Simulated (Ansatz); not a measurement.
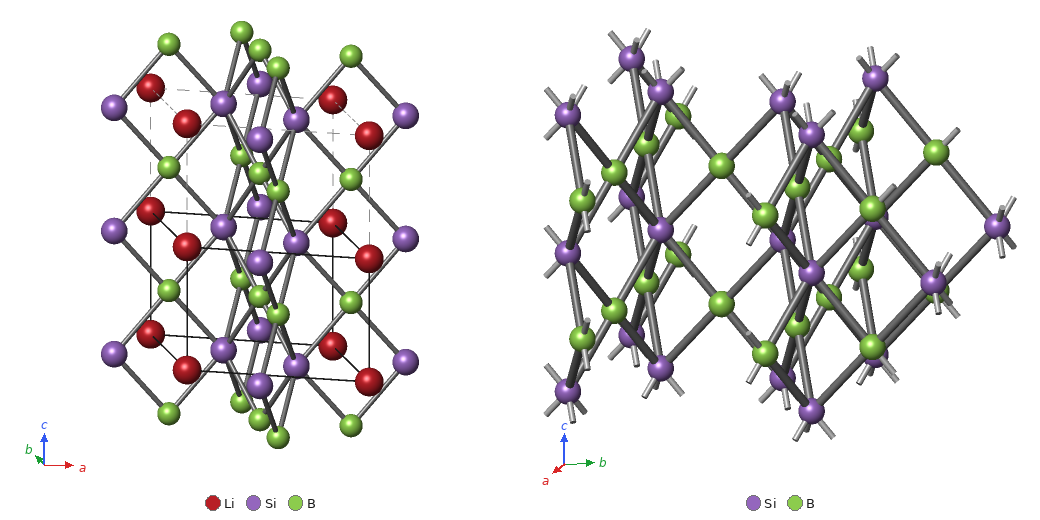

Left: the structure. Right: its underlying net. Nodes are coloured by element. Edges to nodes outside the piece are drawn as stubs.

LiSi₂B₃ (space group P6/mmm, No. 191): the input geometry of an electronic-structure calculation (not necessarily at equilibrium); the starting structure was generated, so it need not be a known form of this composition.

Bonds are taken as B–Si below 2.4 Å; Li is left out of the net, as the electropositive filling of the structure; no other contact counts. Simplification: prune 0- and 1-connected atoms, fold 2-connected ones into links.

The result is a binodal (4,6)-connected, three-periodic net: B is a 4-connected node; Si is a 6-connected node, in the ratio 3:2. It is a single net, without interpenetration.

```json
{"node": "B", "links": "4", "point symbol": "4⁴·6²", "coordination sequence": "4 14 20 50 60 124 108 216 188 332"}
{"node": "Si", "links": "6", "point symbol": "4⁹·6⁶", "coordination sequence": "6 11 30 38 90 83 162 146 282 227"}
```
